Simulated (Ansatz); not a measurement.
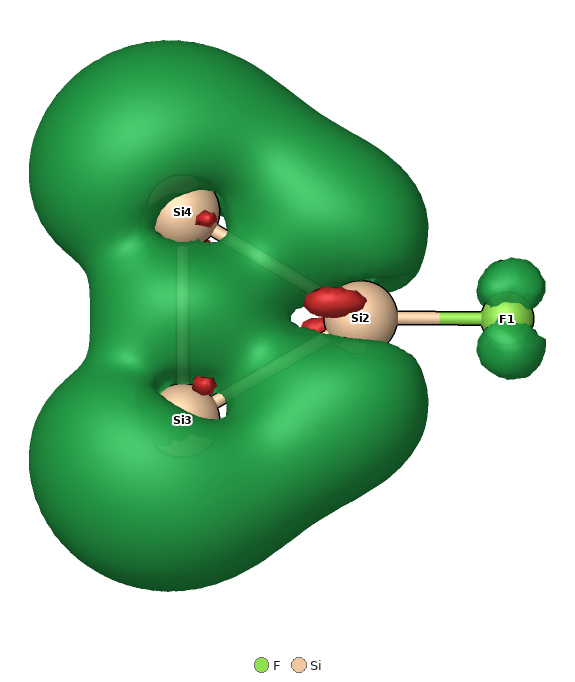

*FSi3 (SMILES F[Si]1=[Si]=[Si+]1) (charge +1, triplet). Isosurfaces of the spin density at +0.015 (green) and −0.015 e/Å³ (red), seen at a tilt.*

Geometry: PBE0-D3(BJ)/def2-SVP.

Theory: isolated molecule in a Gaussian basis; Kohn-Sham density functional theory, functional PBE0 (Ansatz).

> Where is the unpaired spin?

The unpaired spin (2 electrons) lies mostly on Si4 (about 0.8), Si3 (about 0.8) and Si2 (about 0.4), in electrons by Hirshfeld's partition.
